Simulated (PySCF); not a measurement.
# C3BF3O: excited states, first hyperpolarisability

What do calculations give for the excited states, first hyperpolarisability of C3BF3O (`O=c1c(F)c1B(F)F`)?

Computed with PySCF 2.14.0 and routines of our own; the level stands in each step. Atoms count from 0.

## Step 1: The starting structure

8 atoms, charge 0, multiplicity 1; geometry from: GFN2-xTB.

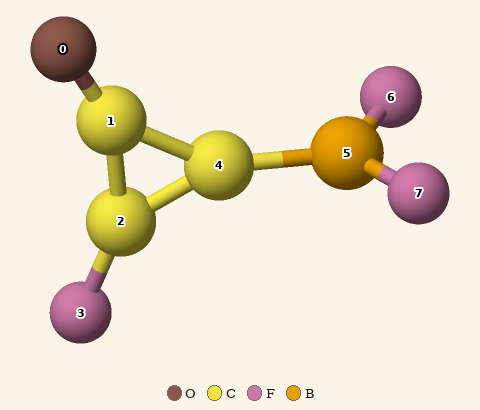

The starting geometry (oxygen brown, carbon yellow, fluorine pink, boron amber).

## Step 2: Optimising the geometry at PBE0-D3(BJ)/def2-SVP

Job settings and geometry (Å):

```
{"job": {"xc": "PBE0", "basis": "def2-SVP", "d3": "d3bj", "grid": 2, "kind": "geom"}, "charge": 0, "multiplicity": 1}
O     -1.619914     1.884252     0.599651
C     -1.184338     0.845665     0.242144
C     -1.254064    -0.470562    -0.245897
F     -1.892543    -1.529547    -0.676302
C     -0.001540    -0.016117    -0.009740
B      1.524554    -0.199880     0.007985
F      2.279952     0.148361    -1.006149
F      2.156950    -0.652761     1.063743
```

Run with:

```
> OMP_NUM_THREADS=1 python excited_run.py task.json out
```

The driver reads the jobs from task.json and runs them one after another.

Output:

```text
step   0  E = -513.04157952  max force = 0.021245
step   1  E = -513.04219348  max force = 0.003662
step   2  E = -513.04243632  max force = 0.002007
step   3  E = -513.04255231  max force = 0.003187
step   4  E = -513.04259165  max force = 0.003058
step   5  E = -513.04264406  max force = 0.001797
step   6  E = -513.04266681  max force = 0.001197
step   7  E = -513.04268471  max force = 0.000429
step   8  E = -513.04268919  max force = 0.000494
step   9  E = -513.04269045  max force = 0.000311
optimisation converged
```

It took 22 s on 1 thread of AMD EPYC 9R45, shared host; peak memory 0.6 GiB.

Along the way:

```csv
step,energy from step 0 (eV),largest force component (eV/Å)
0,0.0000,1.0925
1,-0.0167,0.1883
2,-0.0233,0.1032
3,-0.0265,0.1639
4,-0.0275,0.1572
5,-0.0290,0.0924
6,-0.0296,0.0616
7,-0.0301,0.0221
8,-0.0302,0.0254
9,-0.0302,0.0160
```

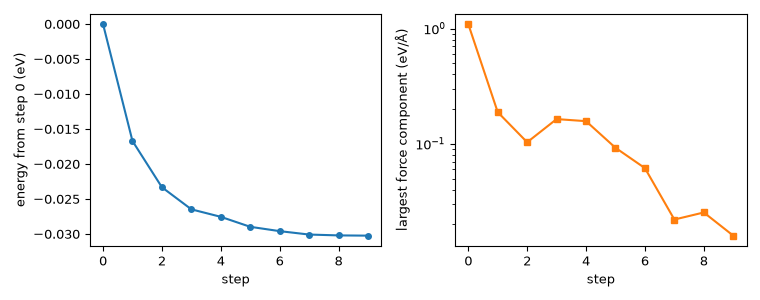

Energy and largest force along the relaxation.

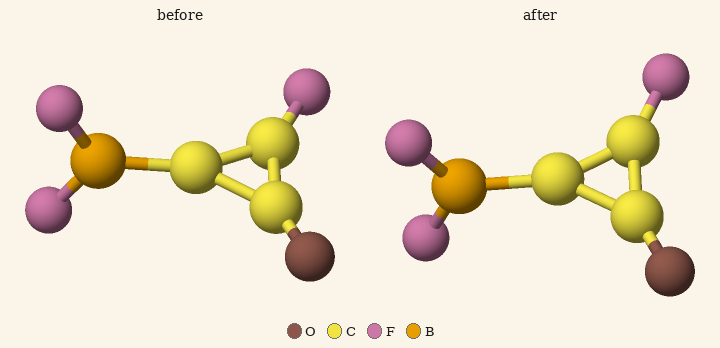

The geometry before (left) and after (right).

Distances of close pairs at the start and the end, largest changes first:

```csv
bond,before (Å),after (Å),change (Å)
C2–C4,1.353,1.338,-0.015
C4–B5,1.537,1.551,+0.014
C2–F3,1.309,1.299,-0.010
O0–C1,1.182,1.191,+0.009
C1–C2,1.406,1.408,+0.002
C1–C4,1.485,1.484,-0.001
B5–F6,1.312,1.311,-0.001
B5–F7,1.311,1.312,+0.000
```

The final coordinates are the input of the step that follows.

```csv
at the end point,value
point group (found at 0.08 Å tolerance),C1
"rotational constants (GHz, main isotopes)","2.838, 1.261, 1.043"
dipole moment (D),2.30
```

## Step 3: Excited states: TDA wB97X-D/def2-TZVPD

Job settings and geometry (Å):

```
{"job": {"kind": "states", "xc": "wB97X-D", "basis": "def2-TZVPD", "tda": true, "soc": true, "nstates": 6, "ntriplets": 5, "nquad": 4}, "charge": 0, "multiplicity": 1}
O     -1.602230     1.895394     0.567922
C     -1.179648     0.810485     0.318968
C     -1.231313    -0.578705     0.096433
F     -1.839472    -1.720710    -0.024663
C     -0.009126    -0.043735    -0.001493
B      1.519518    -0.112832    -0.257373
F      2.011783     0.219882    -1.425976
F      2.342477    -0.461086     0.702668
```

Method: TDA wB97X-D/def2-TZVPD excited states, vertical, gas phase, spin-orbit mean-field couplings.

Output:

```text
coarse grid: 8688 points
cycle   1  E = -513.7487862799  dE =  1.862e+00  |g| = 1.174e+00  |ddm| = 3.460e+00
cycle   2  E = -513.4137682758  dE =  3.350e-01  |g| = 1.865e+00  |ddm| = 2.371e+00
cycle   3  E = -514.0032626042  dE = -5.895e-01  |g| = 1.853e-01  |ddm| = 1.336e+00
cycle   4  E = -514.0080050809  dE = -4.742e-03  |g| = 8.878e-02  |ddm| = 2.078e-01
cycle   5  E = -514.0092300057  dE = -1.225e-03  |g| = 1.201e-02  |ddm| = 1.087e-01
cycle   6  E = -514.0092687539  dE = -3.875e-05  |g| = 4.303e-03  |ddm| = 3.016e-02
cycle   7  E = -514.0092742848  dE = -5.531e-06  |g| = 2.299e-03  |ddm| = 1.108e-02
final grid: 90856 points
cycle   8  E = -514.0102634713  dE = -1.976e-04  |g| = 1.204e-02  |ddm| = 2.315e-01
cycle   9  E = -514.0102559273  dE =  7.544e-06  |g| = 1.397e-02  |ddm| = 2.274e-02
cycle  10  E = -514.0102845541  dE = -2.863e-05  |g| = 8.689e-04  |ddm| = 1.016e-02
cycle  11  E = -514.0102847313  dE = -1.771e-07  |g| = 4.047e-04  |ddm| = 1.981e-03
cycle  12  E = -514.0102847677  dE = -3.641e-08  |g| = 1.381e-04  |ddm| = 6.249e-04
cycle  13  E = -514.0102847735  dE = -5.832e-09  |g| = 4.753e-05  |ddm| = 2.839e-04
cycle  14  E = -514.0102847746  dE = -1.039e-09  |g| = 2.921e-05  |ddm| = 1.282e-04
cycle  15  E = -514.0102847748  dE = -2.165e-10  |g| = 7.582e-06  |ddm| = 3.429e-05
converged SCF energy = -514.0102847748

Singlet excitations
state   eV       nm        f     d(h-e)  d(exc)  Lambda  PR(NTO)  |dmu|/D   mu/D   main configurations
  1   4.7970   258.5   0.00157   1.084   2.495   0.495   1.015    2.552    1.066   H->L 0.91
  2   6.1782   200.7   0.01515   1.843   3.084   0.462   1.406    5.446    4.050   H->L+1 0.75, H-1->L 0.16
  3   6.3355   195.7   0.00133   0.538   2.182   0.399   1.040    1.182    1.449   H->L+5 0.68, H->L+6 0.24
  4   6.8330   181.4   0.01198   0.841   3.420   0.244   1.071    2.065    1.936   H->L+2 0.61, H->L+3 0.21
  5   7.0288   176.4   0.07943   1.749   2.994   0.538   1.099                     H-1->L 0.44, H-1->L+1 0.41
  6   7.3811   168.0   0.11974   1.283   2.811   0.474   1.378                     H-1->L+1 0.52, H-1->L 0.25

Triplet excitations (Tamm-Dancoff)
state   eV     d(h-e)  d(exc)  Lambda  PR(NTO)   main configurations
  1   4.3055   1.037   2.444   0.496   1.014   H->L 0.90
  2   4.9126   0.549   2.227   0.677   1.036   H-1->L 0.86
  3   5.8283   1.949   3.095   0.417   1.021   H->L+1 0.88
  4   5.9175   0.529   2.166   0.398   1.050   H->L+5 0.66, H->L+6 0.25
  5   6.6302   0.932   3.307   0.244   1.080   H->L+2 0.58, H->L+3 0.24
S1 - T1 = 0.4915 eV

Spin-orbit couplings |<S|Hso|T>| (cm-1)
             T1       T2       T3       T4       T5
S0       31.815    1.962   27.073   42.614    4.284
S1        1.098   26.341    5.298    2.335    1.799
S2       13.246    1.294    2.196    9.469    2.538
S3        2.509    2.786   11.787    0.853    3.506
S4        7.553    0.440    2.107    7.305    0.532
S5       15.859    3.997   20.078    8.979    1.447
S6       21.846    3.700   18.199    5.818    0.915
T1 sublevels (cm-1): 0.000 0.003 0.121   radiative rates (1/s): 2.63 35.8 404
```

Wall time 27 s (1 thread of AMD EPYC 9R45, shared host); peak memory 1 GiB.

From this job:

```csv
quantity,value
S1 less T1,0.49 eV
```

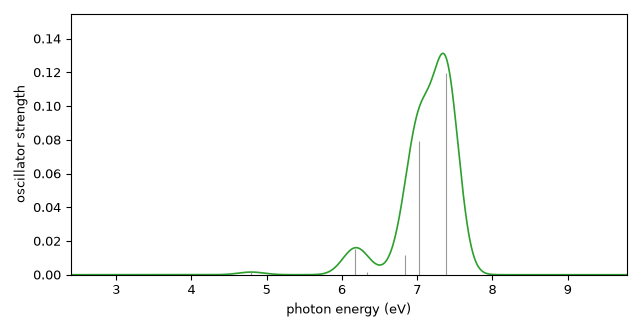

Absorption lines of the singlets. Lines are broadened to a width of 0.40 eV (Gaussian).

## Step 4: Excited states: TDDFT CAM-B3LYP/def2-TZVPD

Settings changed since step 3:

```diff
@@ -1,2 +1,2 @@
-{"job": {"kind": "states", "xc": "wB97X-D", "basis": "def2-TZVPD", "tda": true, "soc": true, "nstates": 6, "ntriplets": 5, "nquad": 4}, "charge": 0, "multiplicity": 1}
+{"job": {"kind": "states", "xc": "CAM-B3LYP", "basis": "def2-TZVPD", "tpa": true, "nstates": 8, "nquad": 6, "ntriplets": 0}, "charge": 0, "multiplicity": 1}
 O     -1.602230     1.895394     0.567922
```

Level: TDDFT CAM-B3LYP/def2-TZVPD excited states, vertical, gas phase, two-photon moments by quadratic response.

Output:

```text
coarse grid: 8688 points
cycle   1  E = -513.7596665067  dE =  1.823e+00  |g| = 1.158e+00  |ddm| = 3.250e+00
cycle   2  E = -513.2946838310  dE =  4.650e-01  |g| = 2.027e+00  |ddm| = 2.110e+00
cycle   3  E = -513.9996029772  dE = -7.049e-01  |g| = 2.139e-01  |ddm| = 1.332e+00
cycle   4  E = -514.0058661682  dE = -6.263e-03  |g| = 1.003e-01  |ddm| = 1.858e-01
cycle   5  E = -514.0074071230  dE = -1.541e-03  |g| = 1.302e-02  |ddm| = 7.131e-02
cycle   6  E = -514.0074446262  dE = -3.750e-05  |g| = 4.092e-03  |ddm| = 1.917e-02
cycle   7  E = -514.0074491412  dE = -4.515e-06  |g| = 2.072e-03  |ddm| = 1.004e-02
final grid: 90856 points
cycle   8  E = -514.0085714585  dE = -1.036e-04  |g| = 5.267e-03  |ddm| = 1.156e-01
cycle   9  E = -514.0085681161  dE =  3.342e-06  |g| = 6.838e-03  |ddm| = 1.357e-02
cycle  10  E = -514.0085759335  dE = -7.817e-06  |g| = 7.832e-04  |ddm| = 4.460e-03
cycle  11  E = -514.0085760029  dE = -6.938e-08  |g| = 4.917e-04  |ddm| = 7.222e-04
cycle  12  E = -514.0085760403  dE = -3.739e-08  |g| = 1.070e-04  |ddm| = 4.550e-04
cycle  13  E = -514.0085760427  dE = -2.482e-09  |g| = 3.044e-05  |ddm| = 1.446e-04
cycle  14  E = -514.0085760430  dE = -2.874e-10  |g| = 1.638e-05  |ddm| = 5.861e-05
converged SCF energy = -514.0085760430

Singlet excitations
state   eV       nm        f     d(h-e)  d(exc)  Lambda  PR(NTO)  |dmu|/D   mu/D   delta(TPA)   sigma/GM   main configurations
  1   4.7783   259.5   0.00117   1.073   2.508   0.488   1.018    2.575    1.111        4.00      0.033   H->L 0.87
  2   6.0812   203.9   0.01146   1.817   3.101   0.466   1.422    5.410    4.028       88.80      1.203   H->L+1 0.74, H-1->L 0.16
  3   6.2779   197.5   0.00105   0.543   2.204   0.381   1.045    1.227    1.410        1.88      0.027   H->L+6 0.49, H->L+5 0.41
  4   6.5771   188.5   0.01294   0.975   3.419   0.280   1.081    2.429    1.476       81.77      1.296   H->L+2 0.72, H->L+3 0.13
  5   6.8369   181.3   0.10945   1.645   2.968   0.582   1.207    5.039    3.909       70.31      1.204   H-1->L 0.64, H-1->L+1 0.18, H->L+1 0.09
  6   7.1612   173.1   0.07544   1.379   2.866   0.437   1.213    4.118    3.070       16.95      0.318   H-1->L+1 0.76, H-1->L 0.10
  7   7.6438   162.2   0.00690   0.858   3.381   0.268   1.031                                            H-1->L+2 0.77, H-1->L+3 0.14
  8   7.7776   159.4   0.03321   2.234   4.459   0.267   1.179                                            H->L+3 0.68, H->L+2 0.14
```

Run time: 33 s. Hardware: 1 thread of AMD EPYC 9R45, shared host; peak memory 1.1 GiB.

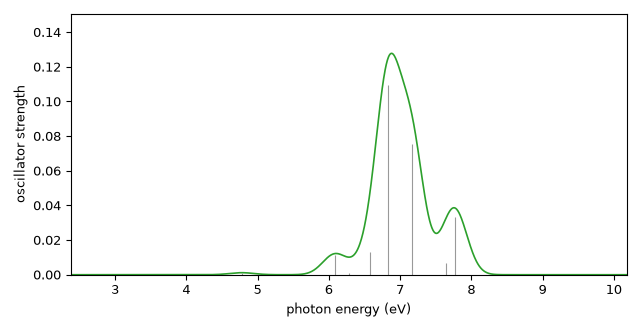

Absorption lines of the singlets. Lines are broadened to a width of 0.40 eV (Gaussian).

## Step 5: First hyperpolarisability: quadratic response CAM-B3LYP/def2-TZVPD

Settings changed since step 4:

```diff
@@ -1,2 +1,2 @@
-{"job": {"kind": "states", "xc": "CAM-B3LYP", "basis": "def2-TZVPD", "tpa": true, "nstates": 8, "nquad": 6, "ntriplets": 0}, "charge": 0, "multiplicity": 1}
+{"job": {"kind": "beta", "xc": "CAM-B3LYP", "basis": "def2-TZVPD"}, "charge": 0, "multiplicity": 1}
 O     -1.602230     1.895394     0.567922
```

With the program's defaults for keys left out, this is: quadratic response CAM-B3LYP/def2-TZVPD first hyperpolarisability, Taylor convention, gas phase.

Output:

```text
coarse grid: 8688 points
cycle   1  E = -513.7596665067  dE =  1.823e+00  |g| = 1.158e+00  |ddm| = 3.250e+00
cycle   2  E = -513.2946838310  dE =  4.650e-01  |g| = 2.027e+00  |ddm| = 2.110e+00
cycle   3  E = -513.9996029772  dE = -7.049e-01  |g| = 2.139e-01  |ddm| = 1.332e+00
cycle   4  E = -514.0058661682  dE = -6.263e-03  |g| = 1.003e-01  |ddm| = 1.858e-01
cycle   5  E = -514.0074071230  dE = -1.541e-03  |g| = 1.302e-02  |ddm| = 7.131e-02
cycle   6  E = -514.0074446262  dE = -3.750e-05  |g| = 4.092e-03  |ddm| = 1.917e-02
cycle   7  E = -514.0074491412  dE = -4.515e-06  |g| = 2.072e-03  |ddm| = 1.004e-02
final grid: 90856 points
cycle   8  E = -514.0085714585  dE = -1.036e-04  |g| = 5.267e-03  |ddm| = 1.156e-01
cycle   9  E = -514.0085681161  dE =  3.342e-06  |g| = 6.838e-03  |ddm| = 1.357e-02
cycle  10  E = -514.0085759335  dE = -7.817e-06  |g| = 7.832e-04  |ddm| = 4.460e-03
cycle  11  E = -514.0085760029  dE = -6.938e-08  |g| = 4.917e-04  |ddm| = 7.222e-04
cycle  12  E = -514.0085760403  dE = -3.739e-08  |g| = 1.070e-04  |ddm| = 4.550e-04
cycle  13  E = -514.0085760427  dE = -2.482e-09  |g| = 3.044e-05  |ddm| = 1.446e-04
cycle  14  E = -514.0085760430  dE = -2.879e-10  |g| = 1.638e-05  |ddm| = 5.861e-05
converged SCF energy = -514.0085760430

Lowest singlets (eV, f): 4.7783 0.0012  6.0812 0.0115  6.2779 0.0010

First hyperpolarisability (au)
process     nm      |vector|   parallel      HRS      DR
static         -      148.26     -65.47      65.31   4.159
shg       1907.0      157.42     -70.04      69.06   4.211
eope      1907.0      151.22     -66.95          -       -
shg       1064.0      180.93      -81.8      78.67   4.331
eope      1064.0      158.10     -70.38          -       -
```

It took 24 s on 1 thread of AMD EPYC 9R45, shared host; peak memory 1.1 GiB.

## Step 6: Results

| quantity | value |
| --- | --- |
| point group | C1 |
| rotational constants (main isotopes) | 2.84, 1.26, 1.04 GHz |
| S1 less T1 (step 3, TDA wB97X-D/def2-TZVPD) | 0.49 eV |
| β vector (step 5, quadratic response CAM-B3LYP/def2-TZVPD) | static 148, SHG 1907.0 nm 157, SHG 1064.0 nm 181 au |

**Reading.** The optimisation took 9 steps and gained 0.030 eV; among the close pairs (by a distance rule), C2–C4 changed most, from 1.353 to 1.338 Å. No frequency check was run at this level, so the end point may be a saddle. In step 3, the number of triplets below S1 is 1, and the largest singlet-triplet spin-orbit coupling is S0–T4, 42.61 cm⁻¹. β grows from 148 au (static) to 181 au for doubling at 1064.0 nm: normal dispersion, which grows as twice the photon energy moves toward the bright states.
